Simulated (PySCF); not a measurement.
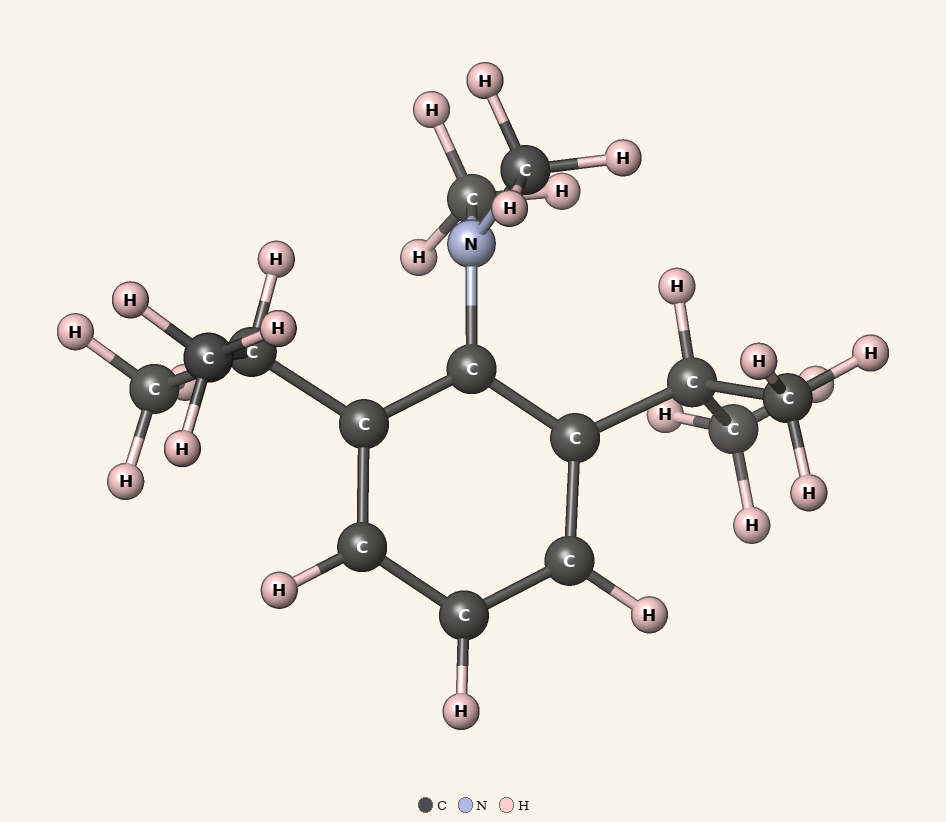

The geometry was computed by an optimisation with PBE0-D3(BJ)/def2-SVP. No frequency run is at hand to confirm it as a minimum. Method: PBE0/pcSseg-2, gas phase (PySCF 2.14.0).

Computed properties:

The species is C14H23N (`CC(C)c1cccc(C(C)C)c1N(C)C`).
- dipole moment: 0.74 D
- HOMO energy (Kohn–Sham orbital): −5.93 eV
- LUMO energy (Kohn–Sham orbital): −0.11 eV
- HOMO–LUMO gap: 5.82 eV
